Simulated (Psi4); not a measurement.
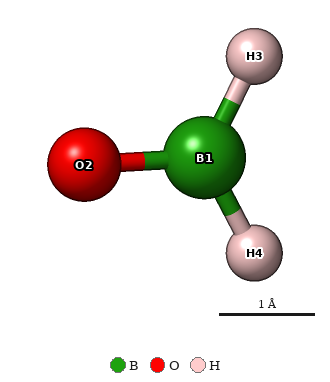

Fig. 1: The structure (ball-and-stick view, seen at a tilt; atoms are numbered from 1 in the order of the input).

**Single-point calculation, with input and output: BH2O (charge +1)**

- system: BH2O, charge +1
- method: HF/6-31G**, RHF (Psi4 1.11)

The geometry was optimised with hf/6-31G**.

Output
```
Psi4 1.11 release

   => Loading Basis Set <=

    Name: 6-31G**
    Role: ORBITAL
    Keyword: BASIS

         ---------------------------------------------------------
                                   SCF
                              RHF Reference
                        1 Threads,   1525 MiB Core
         ---------------------------------------------------------

  ==> Geometry <==

    Molecular point group: c1
    Full point group: C1

    Geometry (in Angstrom), charge = 1, multiplicity = 1:

       Center              X                  Y                   Z               Mass
    ------------   -----------------  -----------------  -----------------  -----------------
         B            0.000005973273    -0.000000061081    -0.692340800100    11.009305360000
         O            0.000005973273    -0.000000061081     0.633241199900    15.994914619570
         H            0.000005973273     1.053342967232    -1.243492857187     1.007825032230
         H           -0.000166024449    -1.053341330587    -1.243494034742     1.007825032230

  Running in c1 symmetry.

  Rotational constants: A =      7.53776  B =      1.13843  C =      0.98905 [cm^-1]
  Rotational constants: A = 225976.42432  B =  34129.29697  C =  29651.08367 [MHz]
  Nuclear repulsion =   24.604774366115301

  Charge       = 1
  Multiplicity = 1
  Electrons    = 14
  Nalpha       = 7
  Nbeta        = 7

  ==> Algorithm <==

  SCF Algorithm Type is DF.
  DIIS enabled.
  MOM disabled.
  Fractional occupation disabled.
  Guess Type is SAD.
  Energy threshold   = 1.00e-06
  Density threshold  = 1.00e-06
  Integral threshold = 1.00e-12

  ==> Primary Basis <==

  Basis Set: 6-31G**
    Blend: 6-31G**
    Number of shells: 18
    Number of basis functions: 40
    Number of Cartesian functions: 40
    Spherical Harmonics?: false
    Max angular momentum: 2

   => Loading Basis Set <=

    Name: (6-31G** AUX)
    Role: JKFIT
    Keyword: DF_BASIS_SCF

  ==> Integral Setup <==

  DFHelper Memory: AOs need 0.003 GiB; user supplied 1.118 GiB.
  SCF_SUBTYPE=INCORE selected. In-core MEM_DF algorithm will be used.
  Using in-core AOs.

  ==> MemDFJK: Density-Fitted J/K Matrices <==

    J tasked:                   Yes
    K tasked:                   Yes
    wK tasked:                   No
    Memory [MiB]:              1144
    Algorithm:                 Core
    Schwarz Cutoff:           1E-12
    Mask sparsity (%):       0.0000
    Fitting Condition:        1E-10

   => Auxiliary Basis Set <=

  Basis Set: (6-31G** AUX)
    Blend: CC-PVDZ-JKFIT
    Number of shells: 66
    Number of basis functions: 212
    Number of Cartesian functions: 212
    Spherical Harmonics?: false
    Max angular momentum: 3

  Minimum eigenvalue in the overlap matrix is 1.2353312968E-02.
  Reciprocal condition number of the overlap matrix is 2.1805554703E-03.
    Using symmetric orthogonalization.

  ==> Pre-Iterations <==

  SCF Guess: Superposition of Atomic Densities via on-the-fly atomic UHF (no occupation information).

   -------------------------
    Irrep   Nso     Nmo
   -------------------------
     A         40      40
   -------------------------
    Total      40      40
   -------------------------

  ==> Iterations <==

                           Total Energy        Delta E     RMS |[F,P]|

   @DF-RHF iter SAD:   -99.66251385104985   -9.96625e+01   0.00000e+00
   @DF-RHF iter   1:  -100.08122666646523   -4.18713e-01   9.28411e-03 DIIS/ADIIS
   @DF-RHF iter   2:  -100.10599159861889   -2.47649e-02   1.25187e-02 DIIS/ADIIS
   @DF-RHF iter   3:  -100.20699686307198   -1.01005e-01   2.15156e-03 DIIS/ADIIS
   @DF-RHF iter   4:  -100.21953581975896   -1.25390e-02   1.25737e-03 DIIS/ADIIS
   @DF-RHF iter   5:  -100.22487739358905   -5.34157e-03   2.46046e-04 DIIS/ADIIS
   @DF-RHF iter   6:  -100.22510447519997   -2.27082e-04   4.12632e-05 DIIS
   @DF-RHF iter   7:  -100.22510640411477   -1.92891e-06   4.74139e-06 DIIS
   @DF-RHF iter   8:  -100.22510645384210   -4.97273e-08   1.29671e-06 DIIS
   @DF-RHF iter   9:  -100.22510645837092   -4.52881e-09   5.74815e-07 DIIS
  Energy and wave function converged.

  ==> Post-Iterations <==

    Orbital Energies [Eh]
    ---------------------

    Doubly Occupied:

       1A    -21.110589     2A     -7.975616     3A     -1.730914
       4A     -1.087024     5A     -0.969860     6A     -0.925446
       7A     -0.870835

    Virtual:

       8A     -0.394731     9A     -0.162694    10A     -0.000356
      11A      0.045868    12A      0.145292    13A      0.272955
      14A      0.308288    15A      0.337802    16A      0.510298
      17A      0.733812    18A      0.792537    19A      0.813351
      20A      0.853604    21A      1.023375    22A      1.034724
      23A      1.165675    24A      1.174030    25A      1.429915
      26A      1.506861    27A      1.692894    28A      1.694533
      29A      1.797979    30A      1.885206    31A      2.133777
      32A      2.304628    33A      2.395619    34A      2.527278
      35A      2.610666    36A      2.797962    37A      3.159667
      38A      3.265221    39A      3.473016    40A      3.718547

    Final Occupation by Irrep:
              A
    DOCC [     7 ]
    NA   [     7 ]
    NB   [     7 ]

  @DF-RHF Final Energy:  -100.22510645837092

   => Energetics <=

    Nuclear Repulsion Energy =             24.6047743661153007
    One-Electron Energy =                -180.3191984444204081
    Two-Electron Energy =                  55.4893176199341980
    Total Energy =                       -100.2251064583709166

Computation Completed

Properties will be evaluated at   0.000000,   0.000000,   0.000000 [a0]

Properties computed using the SCF density matrix

 Multipole Moments:

 ------------------------------------------------------------------------------------
     Multipole            Electronic (a.u.)      Nuclear  (a.u.)        Total (a.u.)
 ------------------------------------------------------------------------------------

 L = 1.  Multiply by 2.5417464519 to convert [e a0] to [Debye]
 Dipole X            :          0.0001554           -0.0001557           -0.0000003
 Dipole Y            :         -0.0000005            0.0000016            0.0000011
 Dipole Z            :          0.5604440           -1.6681771           -1.1077331
 Magnitude           :                                                    1.1077331

 ------------------------------------------------------------------------------------

	total time  =          1 seconds =       0.02 minutes

    Psi4 run time: 0:00:01.17
```

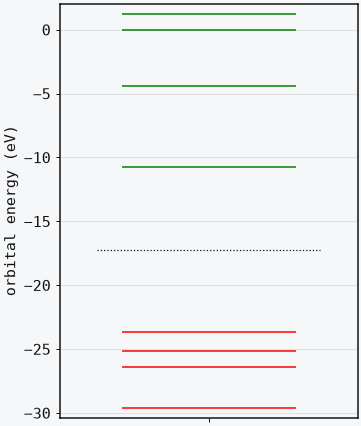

Fig. 2: Orbital energies near the frontier; the dotted line parts filled from empty levels, and levels within 0.02 eV of each other stand side by side. Highest filled −23.70 eV, lowest empty −10.74 eV, 12.96 eV apart.

The run was set up as follows.

Input (bh2o.in)
```
memory 1600 mb

molecule molecule1 {
  1 1
  B
  O 1 1.325582
  H 1 1.188823 2 117.6204
  H 1 1.188822 3 124.75911 2 179.98991
}


e, wfn = energy('scf/6-31G**', return_wfn=True)
```

Command:
```bash
psi4 bh2o.in bh2o.out -n 1
```

Results in brief

```tsv
quantity	value
outcome	converged
total energy	−100.225106 hartree
basis functions	40
HOMO	−23.70 eV
LUMO	−10.74 eV
hardware	1 thread of Intel Xeon @ 2.50GHz (Skylake/Cascade Lake), 64 GiB of memory available, shared host
wall time	3.3 s
peak memory	0.19 GiB
```
